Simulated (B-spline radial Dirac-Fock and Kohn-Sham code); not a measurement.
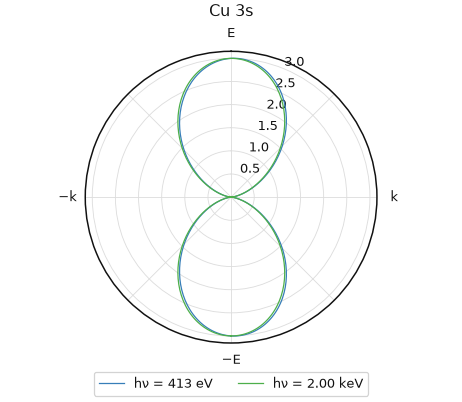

Angular distribution of photoelectrons from M1 (3s) in the plane of the polarisation E (up) and the photon direction k (right), relative to an isotropic one. Species: neutral copper. The calculation used a Dirac–Hartree–Slater potential; 1 + βP₂(cos θ) + (δ + γ cos²θ) sin θ cos φ with E1 and E1–E2 terms (a radial B-spline solver).

**What are β, γ and δ at 2.00 keV?**

β = 1.999, γ = 0.020, δ = 0.000.
